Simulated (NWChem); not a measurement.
**CH4O (methanol): CR-CCSD(T)/6-31G (scan kind bond)**

Wanted: an energy scan of CH4O (methanol). 

The results are computed with NWChem 7.3.0.

6 further runs of the same task are left out: 1 that didn't finish, 5 set aside as unsound or not needed.

## 1. The system as given

The species is CH4O (6 atoms), meant as a singlet with charge 0. SMILES: `CO`. One bond was lengthened or shortened from a relaxed shape.

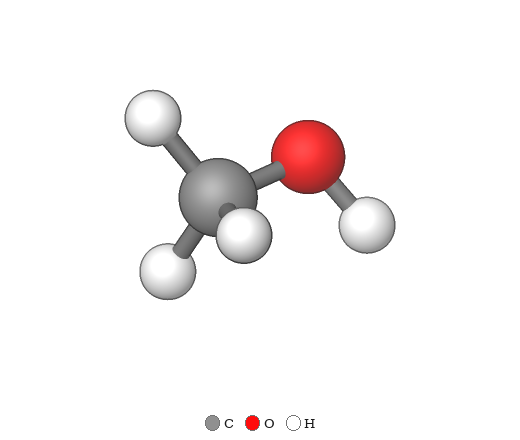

The structure, seen from a chosen angle (carbon grey, oxygen red, hydrogen white).

## 2. An energy scan at CR-CCSD(T)/6-31G (scan kind bond)

m1.nw reads:

```
START m1
TITLE "CH4O cr-ccsd(t)"
memory 2200 mb

GEOMETRY units angstrom noautosym nocenter noautoz
  C    -0.099874   -0.128926   -0.080106
  O    -0.165000    0.316500    1.030100
  H    -0.876174   -0.889926   -0.165306
  H     0.867326   -0.605126   -0.283606
  H    -0.284174    0.632874   -0.847806
  H     0.512100    0.988500    1.129100
END

BASIS spherical bse
  * library 6-31G
END

SCF
  thresh 1e-08
  maxiter 80
  print low
END

TCE
  scf
  cr-ccsd(t)
  freeze core 2
  maxiter 150
END

TASK tce energy

GEOMETRY noautosym nocenter noautoz
  C    -0.088403   -0.207377   -0.275644
  O    -0.165000    0.316500    1.030100
  H    -0.864703   -0.968377   -0.360844
  H     0.878797   -0.683577   -0.479144
  H    -0.272703    0.554423   -1.043344
  H     0.512100    0.988500    1.129100
END

task tce energy

GEOMETRY units angstrom noautosym nocenter noautoz
  C    -0.076933   -0.285829   -0.471181
  O    -0.165000    0.316500    1.030100
  H    -0.853233   -1.046829   -0.556381
  H     0.890267   -0.762029   -0.674681
  H    -0.261233    0.475971   -1.238881
  H     0.512100    0.988500    1.129100
END

task tce energy

GEOMETRY units angstroms noautosym nocenter noautoz
  C    -0.061603   -0.390679   -0.732515
  O    -0.165000    0.316500    1.030100
  H    -0.837903   -1.151679   -0.817715
  H     0.905597   -0.866879   -0.936015
  H    -0.245903    0.371121   -1.500215
  H     0.512100    0.988500    1.129100
END

task tce energy

GEOMETRY units angstrom noautosym nocenter noautoz
  C     -0.042467    -0.521555    -1.058719
  O     -0.165000     0.316500     1.030100
  H     -0.818767    -1.282555    -1.143919
  H      0.924733    -0.997755    -1.262219
  H     -0.226767     0.240245    -1.826419
  H      0.512100     0.988500     1.129100
END

task tce energy

GEOMETRY units angstroms noautosym nocenter noautoz
  C       -0.019472      -0.678830      -1.450720
  O       -0.165000       0.316500       1.030100
  H       -0.795772      -1.439830      -1.535920
  H        0.947728      -1.155030      -1.654220
  H       -0.203772       0.082970      -2.218420
  H        0.512100       0.988500       1.129100
END

task tce energy

GEOMETRY units angstroms noautosym nocenter noautoz
  C     0.011189   -0.888530   -1.973388
  O    -0.165000    0.316500    1.030100
  H    -0.765111   -1.649530   -2.058588
  H     0.978389   -1.364730   -2.176888
  H    -0.173111   -0.126730   -2.741088
  H     0.512100    0.988500    1.129100
END

task tce energy

GEOMETRY noautosym nocenter noautoz
  C     0.049460   -1.150282   -2.625797
  O    -0.165000    0.316500    1.030100
  H    -0.726840   -1.911282   -2.710997
  H     1.016660   -1.626482   -2.829297
  H    -0.134840   -0.388482   -3.393497
  H     0.512100    0.988500    1.129100
END

task tce energy
```

Run with:

```sh
nwchem m1.nw > m1.out
```

The program printed:

```text
Northwest Computational Chemistry Package (NWChem) 7.3.0
             --------------------------------------------------------

           Job information
           ---------------

    nwchem branch   = 7.3.0
    use scalapack   = T
    input           = m1.nw
    prefix          = m1.
    data base       = ./m1.db
    status          = startup
    nproc           =        1

           Memory information
           ------------------

    heap     =     72089598 doubles =      550.0 Mbytes
    stack    =     72089595 doubles =      550.0 Mbytes
    global   =    144179200 doubles =     1100.0 Mbytes (distinct from heap & stack)
    total    =    288358393 doubles =     2200.0 Mbytes
    verify   = yes
    hardfail = no

           Directory information
           ---------------------

  0 permanent = .
  0 scratch   = .

                                NWChem Input Module
                                -------------------

                                  CH4O cr-ccsd(t)
                                  ---------------

 Scaling coordinates for geometry "geometry" by  1.889725989
 (inverse scale =  0.529177249)

                             Geometry "geometry" -> ""
                             -------------------------

 Output coordinates in angstroms (scale by  1.889725989 to convert to a.u.)

  No.       Tag          Charge          X              Y              Z
 ---- ---------------- ---------- -------------- -------------- --------------
    1 C                    6.0000    -0.09987400    -0.12892600    -0.08010600
    2 O                    8.0000    -0.16500000     0.31650000     1.03010000
    3 H                    1.0000    -0.87617400    -0.88992600    -0.16530600
    4 H                    1.0000     0.86732600    -0.60512600    -0.28360600
    5 H                    1.0000    -0.28417400     0.63287400    -0.84780600
    6 H                    1.0000     0.51210000     0.98850000     1.12910000

      Atomic Mass
      -----------

      C                 12.000000
      O                 15.994910
      H                  1.007825

 Effective nuclear repulsion energy (a.u.)      44.4431198174

            Nuclear Dipole moment (a.u.)
            ----------------------------
        X                 Y               Z
 ---------------- ---------------- ----------------
    -3.2128478751     3.5616912926    14.3478314957

            XYZ format geometry
            -------------------
     6
 geometry
 C                    -0.09987400    -0.12892600    -0.08010600
 O                    -0.16500000     0.31650000     1.03010000
 H                    -0.87617400    -0.88992600    -0.16530600
 H                     0.86732600    -0.60512600    -0.28360600
 H                    -0.28417400     0.63287400    -0.84780600
 H                     0.51210000     0.98850000     1.12910000

 ==============================================================================
                                internuclear distances
 ------------------------------------------------------------------------------
       center one      |      center two      | atomic units |  angstroms
 ------------------------------------------------------------------------------
    2 O                |   1 C                |     2.26389  |     1.19800
    3 H                |   1 C                |     2.06060  |     1.09042
    4 H                |   1 C                |     2.07324  |     1.09711
    5 H                |   1 C                |     2.07325  |     1.09712
    6 H                |   2 O                |     1.81241  |     0.95909
 ------------------------------------------------------------------------------
                         number of included internuclear distances:          5
 ==============================================================================

 ==============================================================================
                                 internuclear angles
 ------------------------------------------------------------------------------
        center 1       |       center 2       |       center 3       |  degrees
 ------------------------------------------------------------------------------
    2 O                |   1 C                |   3 H                |   107.05
    2 O                |   1 C                |   4 H                |   112.41
    2 O                |   1 C                |   5 H                |   112.41
    3 H                |   1 C                |   4 H                |   108.07
    3 H                |   1 C                |   5 H                |   108.08
    4 H                |   1 C                |   5 H                |   108.64
    1 C                |   2 O                |   6 H                |   108.53
 ------------------------------------------------------------------------------
                            number of included internuclear angles:          7
 ==============================================================================

 Summary of "ao basis" -> "" (spherical)
 ------------------------------------------------------------------------------
       Tag                 Description            Shells   Functions and Types
 ---------------- ------------------------------  ------  ---------------------
 *                           6-31G                    on all atoms

                      Basis "ao basis" -> "ao basis" (spherical)
                      -----
  [basis functions not shown]

 Summary of "ao basis" -> "ao basis" (spherical)
[... 28 lines left out ...]
       Final RHF  results
[... 3 lines left out ...]
      One-electron energy =   -244.394673487337
[... 1 line left out ...]
 Nuclear repulsion energy =     44.443119817381
[... 148 lines left out ...]
 CCSD total energy / hartree       =      -115.152869626762424
[... 11 lines left out ...]
 CR-CCSD(T) total energy / hartree       =      -115.155461818791991
[... 100 lines left out ...]
       Final RHF  results
[... 3 lines left out ...]
      One-electron energy =   -236.946769026326
[... 1 line left out ...]
 Nuclear repulsion energy =     40.458996557880
[... 148 lines left out ...]
 CCSD total energy / hartree       =      -115.220999607215447
[... 11 lines left out ...]
 CR-CCSD(T) total energy / hartree       =      -115.223941216719837
[... 95 lines left out ...]
       Final RHF  results
[... 3 lines left out ...]
      One-electron energy =   -231.052890906623
[... 1 line left out ...]
 Nuclear repulsion energy =     37.414869406021
[... 149 lines left out ...]
 CCSD total energy / hartree       =      -115.213449702270182
[... 11 lines left out ...]
 CR-CCSD(T) total energy / hartree       =      -115.217062746672312
[... 95 lines left out ...]
       Final RHF  results
[... 3 lines left out ...]
      One-electron energy =   -224.906346039264
[... 1 line left out ...]
 Nuclear repulsion energy =     34.305096371116
[... 152 lines left out ...]
 CCSD total energy / hartree       =      -115.172488760177828
[... 12 lines left out ...]
 CR-CCSD(T) total energy / hartree       =      -115.177458940211125
[... 95 lines left out ...]
       Final RHF  results
[... 3 lines left out ...]
      One-electron energy =   -219.135202620095
[... 1 line left out ...]
 Nuclear repulsion energy =     31.423134680205
[... 155 lines left out ...]
 CCSD total energy / hartree       =      -115.122106018959812
[... 13 lines left out ...]
 CR-CCSD(T) total energy / hartree       =      -115.129914486581796
[... 95 lines left out ...]
       Final RHF  results
[... 3 lines left out ...]
      One-electron energy =   -214.016108284007
[... 1 line left out ...]
 Nuclear repulsion energy =     28.885983654051
[... 160 lines left out ...]
 CCSD total energy / hartree       =      -115.085553165726665
[... 13 lines left out ...]
 CR-CCSD(T) total energy / hartree       =      -115.098504328635244
[... 95 lines left out ...]
       Final RHF  results
[... 3 lines left out ...]
      One-electron energy =   -209.139581268025
[... 1 line left out ...]
 Nuclear repulsion energy =     26.465128316665
[... 163 lines left out ...]
 CCSD total energy / hartree       =      -115.068538215753890
[... 13 lines left out ...]
 CR-CCSD(T) total energy / hartree       =      -115.087194812188940
[... 95 lines left out ...]
       Final RHF  results
[... 3 lines left out ...]
      One-electron energy =   -204.950385792151
[... 1 line left out ...]
 Nuclear repulsion energy =     24.360358868659
[... 60 lines left out ...]
 READ_XA:    F
 WRITE_XA:   F
 READ_IN3:   F
 WRITE_IN3:  F
 SLICE:      F
 D4D5:       F
 quantumc:   F
 qrotation:  F
 pwtce:      F
 qducc:      F
 nacto:                         0
 nrotv:                         0
 nrot:                          0

            Memory Information
            ------------------
          Available GA space size is     144178524 doubles
          Available MA space size is     144177476 doubles

 Maximum block size        24 doubles

 tile_dim =     17

 Block   Spin    Irrep     Size     Offset   Alpha
 -------------------------------------------------
   1    alpha     a      7 doubles       0       1
   2    beta      a      7 doubles       7       1
   3    alpha     a     17 doubles      14       3
   4    beta      a     17 doubles      31       3

 Global array virtual files algorithm will be used

 Parallel file system coherency ......... OK

 Fock matrix recomputed
 1-e file size   =              576
 1-e file name   = ./m1.f1

 tce_ao2e: fast2e=1
 half-transformed integrals in memory

 2-e (intermediate) file size =         1007240
 2-e (intermediate) file name = ./m1.v2i

 tce_mo2e: fast2e=1
 2-e integrals stored in memory

 2-e file size   =           540625
 2-e file name   = ./m1.v2
 T1-number-of-tasks                    1

 t1 file size   =              119
 t1 file name   = ./m1.t1
 t1 file handle =       -999
 T2-number-of-boxes                    2

 t2 file size   =            28322
 t2 file name   = ./m1.t2
 t2 file handle =       -996
CCSD iterations
 ---------------------------------------------------------
 Iter          Residuum       Correlation     Cpu    Wall
 ---------------------------------------------------------
NEW TASK SCHEDULING
CCSD_T1_NTS --- OK
CCSD_T2_NTS --- OK
    1   0.3482524775523  -0.2610507540026     0.0     0.0
    2   0.5901536613031  -0.3280017179362     0.0     0.0
    3   0.8480013026034   0.3055899529252     0.0     0.0
    4   0.5229966043262  -0.1307293475365     0.0     0.0
    5   0.3446386109687  -0.3029925298119     0.0     0.0
 MICROCYCLE DIIS UPDATE:                    5                    5
    6   0.2589564858443  -0.2230216462106     0.0     0.0
    7   0.4254020704894  -0.4020559001573     0.0     0.0
    8   0.6211628133485   0.0231891834425     0.0     0.0
    9   0.6715608887940  -0.2627896764313     0.0     0.0
   10   0.6648531421839   0.0510883915117     0.0     0.0
 MICROCYCLE DIIS UPDATE:                   10                    5
   11   0.2140462041433  -0.2826960077640     0.0     0.0
   12   0.3099198185316  -0.4290936524303     0.0     0.0
   13   0.5081582840416  -0.0994359807919     0.0     0.0
   14   0.8082111625632  -0.2959067066912     0.0     0.0
   15   0.9477110096279   0.3946012319313     0.0     0.0
 MICROCYCLE DIIS UPDATE:                   15                    5
   16   0.1808663545256  -0.3069979571552     0.0     0.0
   17   0.2592951731069  -0.4345155913239     0.0     0.0
   18   0.4456425211111  -0.1618311188442     0.0     0.0
   19   0.8597229516731  -0.3323848596065     0.0     0.0
   20   1.1168688381112   0.5852254428455     0.0     0.0
 MICROCYCLE DIIS UPDATE:                   20                    5
   21   0.1411863668731  -0.3305105482532     0.0     0.0
   22   0.1961179100097  -0.4315535999253     0.0     0.0
   23   0.3557626369391  -0.2354494062840     0.0     0.0
   24   0.8328751504151  -0.3915162135046     0.0     0.0
   25   1.2078072470484   0.7126744397810     0.0     0.0
 MICROCYCLE DIIS UPDATE:                   25                    5
   26   0.0957589279799  -0.3538683404617     0.0     0.0
   27   0.1272405573886  -0.4228214866911     0.0     0.0
   28   0.2435434269202  -0.3041286071062     0.0     0.0
   29   0.6333228983590  -0.4425394510058     0.0     0.0
   30   0.9908341503980   0.4625818590685     0.0     0.0
 MICROCYCLE DIIS UPDATE:                   30                    5
   31   0.0521380402731  -0.3742372639597     0.0     0.0
   32   0.0660442583299  -0.4117616093084     0.0     0.0
   33   0.1310953633227  -0.3542036488941     0.0     0.0
   34   0.3365879412567  -0.4479032955295     0.0     0.0
   35   0.5895325526309  -0.0244814797968     0.0     0.0
 MICROCYCLE DIIS UPDATE:                   35                    5
   36   0.0142129636859  -0.3911686348021     0.0     0.0
   37   0.0137499809216  -0.4002117201648     0.0     0.0
   38   0.0238347332724  -0.3900704546351     0.0     0.0
   39   0.0526683132295  -0.4100470366665     0.0     0.0
   40   0.1210433211600  -0.3607528591149     0.0     0.0
 MICROCYCLE DIIS UPDATE:                   40                    5
   41   0.0023640031867  -0.3965523333488     0.0     0.0
   42   0.0024631094319  -0.3979953081123     0.0     0.0
   43   0.0048711896256  -0.3960421739861     0.0     0.0
   44   0.0110576992613  -0.4001975881235     0.0     0.0
   45   0.0268675633895  -0.3904299899405     0.0     0.0
 MICROCYCLE DIIS UPDATE:                   45                    5
   46   0.0002715023790  -0.3973593222953     0.0     0.0
   47   0.0003972664063  -0.3975470713166     0.0     0.0
   48   0.0008844809528  -0.3972050893188     0.0     0.0
   49   0.0021324328625  -0.3979742436334     0.0     0.0
   50   0.0052895502298  -0.3961173257123     0.0     0.0
 MICROCYCLE DIIS UPDATE:                   50                    5
   51   0.0000118321401  -0.3974397289411     0.0     0.0
   52   0.0000136382935  -0.3974447186906     0.0     0.0
   53   0.0000313802727  -0.3974329316876     0.0     0.0
   54   0.0000784856769  -0.3974602640553     0.0     0.0
   55   0.0001966851668  -0.3973921632919     0.0     0.0
 MICROCYCLE DIIS UPDATE:                   55                    5
   56   0.0000008021267  -0.3974404999362     0.0     0.0
   57   0.0000005371087  -0.3974406467175     0.0     0.0
   58   0.0000010705691  -0.3974403610004     0.0     0.0
   59   0.0000026419483  -0.3974412459075     0.0     0.0
   60   0.0000067481497  -0.3974389674902     0.0     0.0
 MICROCYCLE DIIS UPDATE:                   60                    5
   61   0.0000000803734  -0.3974406200343     0.0     0.0
 -----------------------------------------------------------------
 Iterations converged
 CCSD correlation energy / hartree =        -0.397440620034349
 CCSD total energy / hartree       =      -115.064919235341009

 Singles contributions
    10a   (alpha) ---     9a   (alpha)       -0.3469502837

 Doubles contributions
    10a   (alpha)    10a   (beta ) ---     9a   (alpha)     9a   (beta )       -0.9621421864
 CR-CCSD(T)

 CR-CCSD[T]  correction energy / hartree =        -0.022238993565767
 CR-CCSD[T] correlation energy / hartree =        -0.419679613600116
 CR-CCSD[T] total energy / hartree       =      -115.087158228906773
 CR-CCSD(T)  correction energy / hartree =        -0.021108396438739
 CR-CCSD(T) correlation energy / hartree =        -0.418549016473087
 CR-CCSD(T) total energy / hartree       =      -115.086027631779743

 Task  times  cpu:        1.4s     wall:        1.4s
 Total times  cpu:        9.9s     wall:        9.9s
```

Wall time 11 s (1 thread of Intel Xeon 6975P-C (Granite Rapids), shared host); peak memory 0.14 GiB.

The scan, from its lowest point:

```
O2–C1 (Å)  energy (kJ/mol)
    1.198            179.8
    1.409              0.0
    1.620             18.1
    1.902            122.0
    2.254            246.9
    2.677            329.3
    3.241            359.0
    3.945            362.1
```

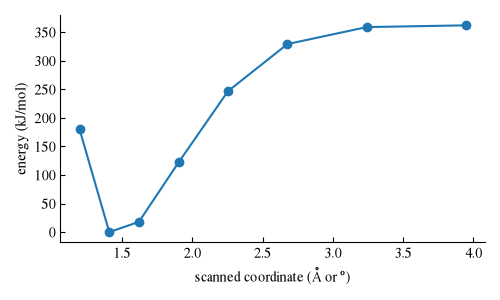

Energy along the scan.
